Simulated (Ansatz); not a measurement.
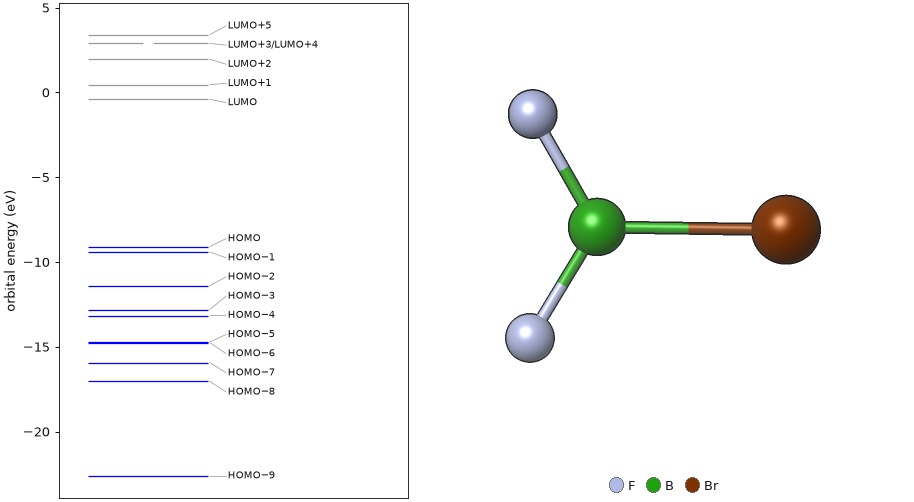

BBrF₂, SMILES FB(F)Br. Kohn-Sham orbital energies near the frontier, PBE0/def2-TZVPP, the Ansatz code 0.2.0, at a PBE0-D4/def2-TZVP geometry (a minimum by its frequencies), isolated molecule; empty levels in grey, levels within 0.03 eV side by side.

Question: Where do the frontier orbitals lie?

Answer: HOMO at −9.08 eV, LUMO at −0.40 eV, 8.68 eV apart.

Question: How far below the HOMO does the next level lie?

Answer: 0.33 eV.

Question: List the levels.

Answer:
```
orbital  energy (eV)
 LUMO+5         3.41
 LUMO+4         2.89
 LUMO+3         2.89
 LUMO+2         1.96
 LUMO+1         0.46
   LUMO        −0.40
   HOMO        −9.08
 HOMO−1        −9.41
 HOMO−2       −11.39
 HOMO−3       −12.80
 HOMO−4       −13.16
 HOMO−5       −14.71
 HOMO−6       −14.75
 HOMO−7       −15.92
 HOMO−8       −17.04
 HOMO−9       −22.60
```

Known limits of this run: no scalar relativity up to krypton; spin-orbit coupling is left out, and with Br it can shift these levels and split any degenerate set; empty levels above zero depend strongly on the basis.
